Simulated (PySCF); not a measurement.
Vertical excitations of a molecule C4H2BrF from PySCF with TDDFT-CAM-B3LYP/def2-SVPD, as energy in eV (oscillator strength): 5.18 (0.000), 5.28 (0.409), 5.36 (0.000), 6.06 (0.001), 6.71 (0.008), 6.76 (0.001), 6.83 (0.000), 6.85 (0.237), 7.45 (0.000), 7.55 (0.002). Lowest triplet (TDA): 3.12 eV. The structure is a stationary point at PBE-D3(BJ)/def2-SVP. The values are those of a single conformer.

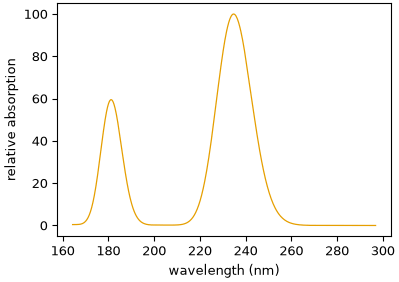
Figure. The lines broadened by 0.4 eV.

Q: Which structure fits?
A. C#C/C(Br)=C\F
B. C#C/C(F)=C\Br
C. C#C/C=C(\F)Br

A: C, C#C/C=C(\F)Br
